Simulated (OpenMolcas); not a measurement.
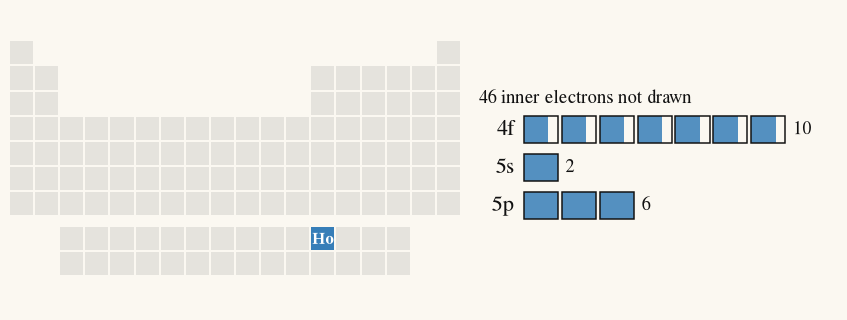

Fig. 1: Left, the place of holmium in the periodic table; right, the outer shells of the leading configuration of the lowest level: a box for each of the 2l + 1 orbitals, shaded by the share of the shell that is filled, with the electron count at the right.

# Ho³⁺ complex: multiconfigurational calculation (part 1 of 2)

Ho³⁺ with 8 ligands (Cl; square antiprism, 2.77 Å), neutralised by 8 outer point charges of +0.62 e, whose field is part of the energies. Computed at this level: state-averaged CASSCF, active space 10 electrons in the shell 4f, basis ANO-RCC-VDZP on the metal and ANO-RCC-VDZP on the ligands, DKH2 scalar Hamiltonian, spin-orbit coupling by RASSI with atomic mean-field integrals (OpenMolcas).

## Key numbers

- outcome: converged
- energy of the lowest spin-free term: −16294.24749 hartree
- energy of the lowest spin-orbit level: −16294.28400 hartree
- largest spread among components of a term: 0.4 cm⁻¹
- hardware: 1 thread of Arm Neoverse V1, 24 GiB of memory available, shared host
- wall time: 5.7 min
- peak memory: 0.6 GiB

## Notes

Without dynamic correlation the splittings between terms come out too large, often by 20 to 50 %. Caveats: high states of lower spin left out of the spin-orbit mixing; distances are set from ionic radii, not optimised; spin-free states above about 45,000 cm⁻¹ are left out of the spin-orbit step.

## Input file
```
&GATEWAY
Coord
9

Ho 0.0 0.0 0.0
Cl 2.303581 0.954174 1.206635
Cl -0.954174 2.303581 1.206635
Cl -2.303581 -0.954174 1.206635
Cl 0.954174 -2.303581 1.206635
Cl 2.303581 -0.954174 -1.206635
Cl 0.954174 2.303581 -1.206635
Cl -2.303581 0.954174 -1.206635
Cl -0.954174 -2.303581 -1.206635
Basis=Ho.ANO-RCC-VDZP,Cl.ANO-RCC-VDZP
Group=NoSym
NoMove
AngMom=0.0 0.0 0.0
AMFI
RICD
XField
8 Angstrom 0
4.964757 2.056469 2.600581 0.625000
-2.056469 4.964757 2.600581 0.625000
-4.964757 -2.056469 2.600581 0.625000
2.056469 -4.964757 2.600581 0.625000
4.964757 -2.056469 -2.600581 0.625000
2.056469 4.964757 -2.600581 0.625000
-4.964757 2.056469 -2.600581 0.625000
-2.056469 -4.964757 -2.600581 0.625000
&SEWARD
&RASSCF
FileOrb=start.orb
Symmetry=1
Spin=5
nActEl=10 0 0
Inactive=99
Ras2=7
CIRoot=35 35 1
SDav=35
CIMx=300
Iter=150 100
PrWF=0.3
OrbListing=Nothing
MaxOrb=0
LevShft=1.0
>>> COPY $Project.JobIph JOB001
&RASSCF
FileOrb=start.orb
Symmetry=1
Spin=3
nActEl=10 0 0
Inactive=99
Ras2=7
CIRoot=162 162 1
SDav=210
CIMx=300
Iter=150 100
PrWF=0.3
OrbListing=Nothing
MaxOrb=0
CIOnly
LevShft=1.0
>>> COPY $Project.JobIph JOB002
&RASSCF
FileOrb=start.orb
Symmetry=1
Spin=1
nActEl=10 0 0
Inactive=99
Ras2=7
CIRoot=162 162 1
SDav=196
CIMx=300
Iter=150 100
PrWF=0.3
OrbListing=Nothing
MaxOrb=0
CIOnly
LevShft=1.0
>>> COPY $Project.JobIph JOB003
&RASSI
NrOfJobIphs=3 30 106 31
1 2 3 4 5 6 7 8 9 10 11 12 13 14 15 16 17 18 19 20 21 22 23 24 25 26 27
28 29 30
1 2 3 4 5 6 7 8 9 10 11 12 13 14 15 16 17 18 19 20 21 22 23 24 25 26 27
28 29 30 31 32 33 34 35 36 37 38 39 40 41 42 43 44 45 46 47 48 49 50 51
52 53 54 55 56 57 58 59 60 61 62 63 64 65 66 67 68 69 70 71 72 73 74 75
76 77 78 79 80 81 82 83 84 85 86 87 88 89 90 91 92 93 94 95 96 97 98 99
100 101 102 103 104 105 106
1 2 3 4 5 6 7 8 9 10 11 12 13 14 15 16 17 18 19 20 21 22 23 24 25 26 27
28 29 30 31
IphNames
JOB001
JOB002
JOB003
EJob
SpinOrbit
DIPRint=1.0
SOCoupling=1000.0
Subsets=2
Property=9
'ANGMOM' 1 'ANGMOM' 2 'ANGMOM' 3 'MLTPL  1' 1 'MLTPL  1' 2 'MLTPL  1' 3
'AMFI' 1 'AMFI' 2 'AMFI' 3
SOProperty=3
'ANGMOM' 1 'ANGMOM' 2 'ANGMOM' 3
```

The file start.orb holds starting orbitals from an earlier step. A driver script formed the levels outside the program, from RASSI's spin-orbit matrix and the active-space energies, averaged over the components of each term or state.

Command:
```bash
OMP_NUM_THREADS=1 MOLCAS_MEM=2457 MOLCAS_PROJECT=a pymolcas a.inp > a.log  # once for each step of the input, in one work folder
```

## The program's output (extracts)
```
--- SEWARD ---
Basis set label: HO.ANO-RCC...7S6P4D2F1G.

      Electronic valence basis set:
      ------------------
      Associated Effective Charge  67.000000 au
      Associated Actual Charge     67.000000 au
      Nuclear Model: Point charge

      Shell  nPrim  nBasis  Cartesian Spherical Contaminant
         s      25       7        X
         p      22       6        X
         d      15       4                 X
         f      11       2                 X
         g       4       1                 X
                  Relativistic Douglas-Kroll-Hess integrals:
                    - DKH order of Hamiltonian: 2
                    - DKH order of Properties : 0
                  Atomic mean-field integrals
--- RASSCF ---
Wave function specifications:
      -----------------------------

      Number of closed shell electrons         198
      Number of electrons in active shells      10
      Max number of holes in RAS1 space          0
      Max nr of electrons in RAS3 space          0
      Number of inactive orbitals               99
      Number of active orbitals                  7
      Number of secondary orbitals             106
      Spin quantum number                      2.0
      State symmetry                             1
Orbital specifications:
      -----------------------

      Symmetry species                           1
                                                 a
      Frozen orbitals                            0
      Inactive orbitals                         99
      Active orbitals                            7
      RAS1 orbitals                              0
      RAS2 orbitals                              7
      RAS3 orbitals                              0
      Secondary orbitals                       106
      Deleted orbitals                           0
      Number of basis functions                212
      Number of CSFs                            35
      Number of root(s) required                35
      Iter CI   SX   CI       RASSCF       Energy    max ROT     max BLB   max BLB  Level Ln srch  Step   QN
          iter iter root      energy       change     param      element    value   shift minimum  type update
 Nr of preliminary CI iterations:   1
      Total energies have been shifted. Add               -16000.00 au
        1   1   10    0  -293.49915071    0.00E+00  -4.19E-02  100 112 1  2.98E-01*  1.56   0.00    SX    NO
        2   1   11    0  -293.93734776   -4.38E-01* -2.04E-02   19 132 1  1.21E-01*  1.11   0.00    SX    NO
        3   1   10    0  -294.09352934   -1.56E-01* -1.08E-02  101 113 1  5.90E-02*  1.19   0.00    SX    NO
        4   1   10    0  -294.13706083   -4.35E-02* -7.57E-03  100 112 1 -4.01E-02*  1.07   0.00    SX    NO
        5   1   10    0  -294.15362842   -1.66E-02* -1.11E-02  103 115 1  2.27E-02*  1.10   1.53    QN   YES
        6   1    9    0  -294.16424123   -1.06E-02*  3.96E-03  103 115 1  6.62E-03*  1.06   1.26    QN   YES
        7   1    9    0  -294.16574391   -1.50E-03*  1.67E-03   70 179 1  3.84E-03*  1.05   1.49    QN   YES
        8   1    8    0  -294.16621906   -4.75E-04*  5.83E-04   93 204 1 -1.51E-03*  1.05   1.33    QN   YES
        9   1    8    0  -294.16630832   -8.93E-05* -3.03E-04   66 177 1 -1.07E-03*  1.05   1.38    QN   YES
       10   1    7    0  -294.16632971   -2.14E-05*  1.29E-04   26 130 1  4.98E-04*  1.05   1.39    QN   YES
       11   1    7    0  -294.16633488   -5.16E-06* -7.38E-05   27 131 1  2.00E-04*  1.05   1.32    QN   YES
       12   1    6    0  -294.16633594   -1.07E-06*  2.99E-05   93 204 1  1.42E-04*  1.05   1.38    QN   YES
       13   1    6    0  -294.16633619   -2.45E-07* -1.52E-05   30 141 1  5.28E-05   1.05   1.37    QN   YES
       14   1    6    0  -294.16633624   -4.75E-08*  5.41E-06   25 129 1 -2.17E-05   1.05   1.27    QN   YES
       15   1    5    0  -294.16633625   -1.24E-08*  3.75E-06   93 204 1 -1.07E-05   1.05   1.12    QN   YES
       16   1    5    0  -294.16633625   -3.67E-09  -2.57E-06   30 141 1 -6.21E-06   1.05   1.16    QN   YES
      Convergence after 16 iterations
       17   1    5    0  -294.16633625   -1.94E-09  -2.57E-06   25 129 1  4.21E-06   1.05   1.16    QN   YES
      Natural orbitals and occupation numbers for root  1
      sym 1:   1.908163   1.000000   1.780320   1.091837   1.780320   1.219680   1.219679
      Natural orbitals and occupation numbers for root  2
      sym 1:   1.000000   1.091837   1.780320   1.219680   1.780320   1.219679   1.908163
      Natural orbitals and occupation numbers for root  3
      sym 1:   1.234645   1.532704   1.765355   1.244337   1.765355   1.222959   1.234645
::    RASSCF root number  1 Total energy: -16294.24749071
::    RASSCF root number  2 Total energy: -16294.24749071
::    RASSCF root number  3 Total energy: -16294.24739302
::    RASSCF root number  4 Total energy: -16294.24739302
::    RASSCF root number  5 Total energy: -16294.24709147
::    RASSCF root number  6 Total energy: -16294.24709147
::    RASSCF root number  7 Total energy: -16294.24707067
::    RASSCF root number  8 Total energy: -16294.24706891
::    RASSCF root number  9 Total energy: -16294.24694235
::    RASSCF root number 10 Total energy: -16294.24643071
::    RASSCF root number 11 Total energy: -16294.24643071
::    RASSCF root number 12 Total energy: -16294.24631037
::    RASSCF root number 13 Total energy: -16294.24631037
::    RASSCF root number 14 Total energy: -16294.16714034
::    RASSCF root number 15 Total energy: -16294.16714034
::    RASSCF root number 16 Total energy: -16294.16653219
::    RASSCF root number 17 Total energy: -16294.16653219
::    RASSCF root number 18 Total energy: -16294.16635632
::    RASSCF root number 19 Total energy: -16294.16577366
::    RASSCF root number 20 Total energy: -16294.16571192
::    RASSCF root number 21 Total energy: -16294.16571192
::    RASSCF root number 22 Total energy: -16294.12050330
::    RASSCF root number 23 Total energy: -16294.12050250
::    RASSCF root number 24 Total energy: -16294.12035852
::    RASSCF root number 25 Total energy: -16294.12035852
::    RASSCF root number 26 Total energy: -16294.12031564
::    RASSCF root number 27 Total energy: -16294.12031564
::    RASSCF root number 28 Total energy: -16294.12027220
::    RASSCF root number 29 Total energy: -16294.11981237
::    RASSCF root number 30 Total energy: -16294.11981237
--- RASSCF ---
Wave function specifications:
      -----------------------------

      Number of closed shell electrons         198
      Number of electrons in active shells      10
      Max number of holes in RAS1 space          0
      Max nr of electrons in RAS3 space          0
      Number of inactive orbitals               99
      Number of active orbitals                  7
      Number of secondary orbitals             106
      Spin quantum number                      1.0
      State symmetry                             1
Orbital specifications:
      -----------------------

      Symmetry species                           1
                                                 a
      Frozen orbitals                            0
      Inactive orbitals                         99
      Active orbitals                            7
      RAS1 orbitals                              0
      RAS2 orbitals                              7
      RAS3 orbitals                              0
      Secondary orbitals                       106
      Deleted orbitals                           0
      Number of basis functions                212
      Number of CSFs                           210
      Number of root(s) required               162
      Iter CI   SX   CI       RASSCF       Energy    max ROT     max BLB   max BLB  Level Ln srch  Step   QN
          iter iter root      energy       change     param      element    value   shift minimum  type update
 Nr of preliminary CI iterations:   1
        1   1    0    0-16294.05682194    0.00E+00   0.00E+00  104 116 1 -8.80E-03*  0.00   0.00    SX    NO
      Natural orbitals and occupation numbers for root  1
      sym 1:   1.397451   1.414822   1.476378   1.421883   1.476374   1.414822   1.398269
      Natural orbitals and occupation numbers for root  2
      sym 1:   1.398269   1.414822   1.476374   1.421883   1.476378   1.414822   1.397451
      Natural orbitals and occupation numbers for root  3
      sym 1:   1.417718   1.429680   1.432734   1.432063   1.440258   1.429620   1.417927
::    RASSCF root number  1 Total energy: -16294.15102743
::    RASSCF root number  2 Total energy: -16294.15102743
::    RASSCF root number  3 Total energy: -16294.15098968
::    RASSCF root number  4 Total energy: -16294.15098968
::    RASSCF root number  5 Total energy: -16294.15098694
::    RASSCF root number  6 Total energy: -16294.15098252
::    RASSCF root number  7 Total energy: -16294.15097580
::    RASSCF root number  8 Total energy: -16294.15097580
::    RASSCF root number  9 Total energy: -16294.15095872
::    RASSCF root number 10 Total energy: -16294.15095872
::    RASSCF root number 11 Total energy: -16294.15091261
::    RASSCF root number 12 Total energy: -16294.15091261
::    RASSCF root number 13 Total energy: -16294.15087215
::    RASSCF root number 14 Total energy: -16294.15087215
::    RASSCF root number 15 Total energy: -16294.15085699
::    RASSCF root number 16 Total energy: -16294.12452770
::    RASSCF root number 17 Total energy: -16294.12452770
::    RASSCF root number 18 Total energy: -16294.12449019
::    RASSCF root number 19 Total energy: -16294.12449019
::    RASSCF root number 20 Total energy: -16294.12444681
::    RASSCF root number 21 Total energy: -16294.12436595
::    RASSCF root number 22 Total energy: -16294.12436595
::    RASSCF root number 23 Total energy: -16294.12396319
::    RASSCF root number 24 Total energy: -16294.12395715
::    RASSCF root number 25 Total energy: -16294.12349326
::    RASSCF root number 26 Total energy: -16294.12349326
::    RASSCF root number 27 Total energy: -16294.11427340
::    RASSCF root number 28 Total energy: -16294.11427340
::    RASSCF root number 29 Total energy: -16294.11426477
::    RASSCF root number 30 Total energy: -16294.11426477
--- RASSCF ---
Wave function specifications:
      -----------------------------

      Number of closed shell electrons         198
      Number of electrons in active shells      10
      Max number of holes in RAS1 space          0
      Max nr of electrons in RAS3 space          0
      Number of inactive orbitals               99
      Number of active orbitals                  7
      Number of secondary orbitals             106
      Spin quantum number                      0.0
      State symmetry                             1
Orbital specifications:
      -----------------------

      Symmetry species                           1
                                                 a
      Frozen orbitals                            0
      Inactive orbitals                         99
      Active orbitals                            7
      RAS1 orbitals                              0
      RAS2 orbitals                              7
      RAS3 orbitals                              0
      Secondary orbitals                       106
      Deleted orbitals                           0
      Number of basis functions                212
      Number of CSFs                           196
      Number of root(s) required               162
      Iter CI   SX   CI       RASSCF       Energy    max ROT     max BLB   max BLB  Level Ln srch  Step   QN
          iter iter root      energy       change     param      element    value   shift minimum  type update
 Nr of preliminary CI iterations:   1
        1   1    0    0-16293.97560902    0.00E+00   0.00E+00  104 116 1 -1.50E-02*  0.00   0.00    SX    NO
      Natural orbitals and occupation numbers for root  1
      sym 1:   1.105167   1.305621   1.820270   1.321116   1.820270   1.305621   1.321935
      Natural orbitals and occupation numbers for root  2
      sym 1:   1.105167   1.305621   1.820270   1.321935   1.820270   1.305621   1.321116
      Natural orbitals and occupation numbers for root  3
      sym 1:   1.221751   1.359729   1.359729   1.862022   1.487509   1.487509   1.221751
::    RASSCF root number  1 Total energy: -16294.09308559
::    RASSCF root number  2 Total energy: -16294.09308559
::    RASSCF root number  3 Total energy: -16294.09293244
::    RASSCF root number  4 Total energy: -16294.09293244
::    RASSCF root number  5 Total energy: -16294.09261524
::    RASSCF root number  6 Total energy: -16294.09261524
::    RASSCF root number  7 Total energy: -16294.09210962
::    RASSCF root number  8 Total energy: -16294.09210962
::    RASSCF root number  9 Total energy: -16294.09199278
::    RASSCF root number 10 Total energy: -16294.09194055
::    RASSCF root number 11 Total energy: -16294.09194055
::    RASSCF root number 12 Total energy: -16294.09182372
::    RASSCF root number 13 Total energy: -16294.09182372
::    RASSCF root number 14 Total energy: -16294.09181248
::    RASSCF root number 15 Total energy: -16294.09180873
::    RASSCF root number 16 Total energy: -16294.09174206
::    RASSCF root number 17 Total energy: -16294.09174206
::    RASSCF root number 18 Total energy: -16294.07500849
::    RASSCF root number 19 Total energy: -16294.07466345
::    RASSCF root number 20 Total energy: -16294.07466345
::    RASSCF root number 21 Total energy: -16294.07466121
::    RASSCF root number 22 Total energy: -16294.07466121
::    RASSCF root number 23 Total energy: -16294.06179866
::    RASSCF root number 24 Total energy: -16294.06168542
::    RASSCF root number 25 Total energy: -16294.06168542
::    RASSCF root number 26 Total energy: -16294.06151347
::    RASSCF root number 27 Total energy: -16294.06151347
::    RASSCF root number 28 Total energy: -16294.06132108
::    RASSCF root number 29 Total energy: -16294.06132108
::    RASSCF root number 30 Total energy: -16294.06021557
```

(Continued in part 2.)
